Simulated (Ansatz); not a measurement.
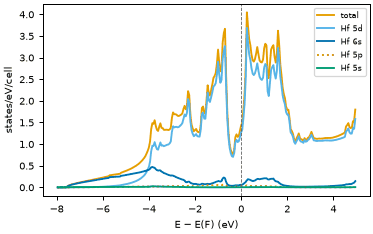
Figure: Total and projected density of states of Hf (hcp (Mg type), space group No. 194), plane-wave PAW LDA (Ansatz code)

### Question
Which orbitals carry the states next to the Fermi level?

### Answer
Within 0.5 eV of the Fermi level: Hf 5d 90 %. Projections are on Löwdin-orthogonalised atomic valence shells; empty p or d shells of many metals are not among them.

### Question
Where is the tallest occupied peak in this window, and what makes it?

### Answer
Near -0.7 eV, about 3.7 states/eV per cell; the largest projected share is Hf 5d.

Space group P6_3/mmc (hcp (Mg type)). The LDA relaxation kept the symmetry of its start. No spin polarisation was allowed. Scalar-relativistic: spin–orbit coupling is off unless named, which matters more the heavier the elements.

Potentials: the later of the program's two PAW sets.
